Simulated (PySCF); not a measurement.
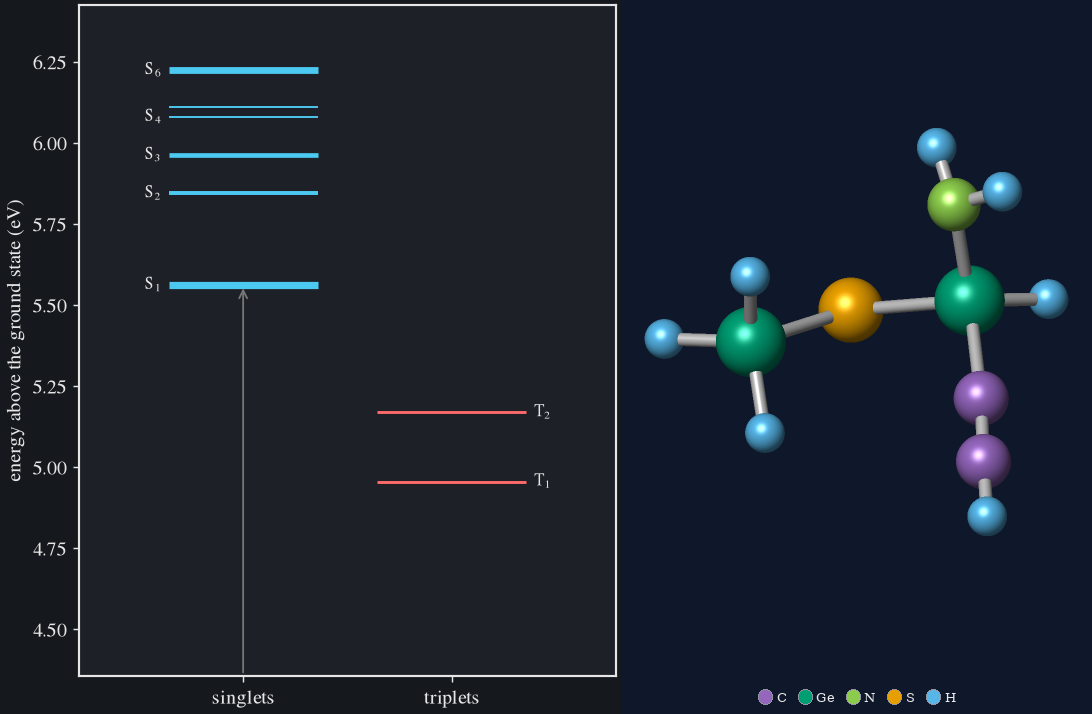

State diagram of C₂H₇Ge₂NS, SMILES C#[C][Ge@H]([NH2])[S][GeH3], singlet. Vertical TDDFT excitations, PBE0/def2-SVPD, PySCF 2.14.0, at a GFN2-xTB geometry (no frequency check), gas phase. Triplets in the Tamm-Dancoff approximation; only the lowest 6 singlets and 2 triplets were computed. Thicker singlet lines are brighter; the arrow marks the brightest. S0, at zero, lies below the range drawn.

Q: What is the vertical gap between S1 and T1?

A: 0.61 eV: S1 at 5.56 eV, T1 at 4.96 eV.

Q: What character does the calculation give T1?

A: Mixed, the largest part being HOMO−2 → LUMO (39 %).

Q: What are the energy, strength and character of the state that the arrow marks?

A: S1 at 5.56 eV (223 nm), f = 0.021, mainly HOMO → LUMO (95 %).

Caveats: the tight-binding geometry is rougher than a DFT one and adds to the error; one conformer of a flexible molecule; core orbitals are frozen in the response.
